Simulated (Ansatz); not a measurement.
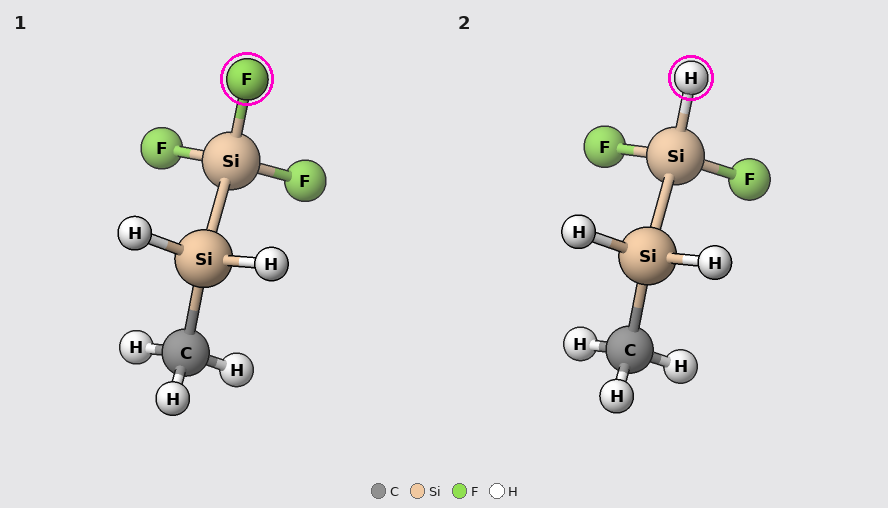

2 molecules with one skeleton, seen from the same side and at one scale; the atom that differs is circled. Each species is neutral and a spin singlet. Computed geometries: PBE0-D4/def2-TZVP optimisations, one conformation each. Properties computed with Ansatz 0.2.0.

One atom differs, called X below: F in panel 1, H in panel 2. Their formulas are CH5F3Si2 (`C[SiH2][Si](F)(F)F`), CH6F2Si2 (`C[SiH2][SiH](F)F`).

In which is the HOMO–LUMO gap larger (r2SCAN-D4/def2-TZVPP)?

Answer. In panel 1 (X = F).

In which is the HOMO energy (Kohn–Sham orbital) higher (r2SCAN-D4/def2-TZVPP)?

Answer. In panel 2 (X = H).

Give the values. With PBE0-D4/def2-TZVP: length of X–Si (Å), angle Si–Si–X (°). With r2SCAN-D4/def2-TZVPP: dipole moment (D), HOMO energy (Kohn–Sham orbital) (eV), HOMO–LUMO gap (eV).

| quantity | 1 (F) | 2 (H) | 2 − 1 |
| --- | --- | --- | --- |
| length of X–Si (Å) | 1.583 | 1.483 | −0.100 |
| angle Si–Si–X (°) | 113.0 | 117.1 | +4.1 |
| dipole moment (D) | 2.70 | 1.76 | −0.94 |
| HOMO energy (Kohn–Sham orbital) (eV) | −7.95 | −7.27 | +0.68 |
| HOMO–LUMO gap (eV) | 7.10 | 6.37 | −0.73 |
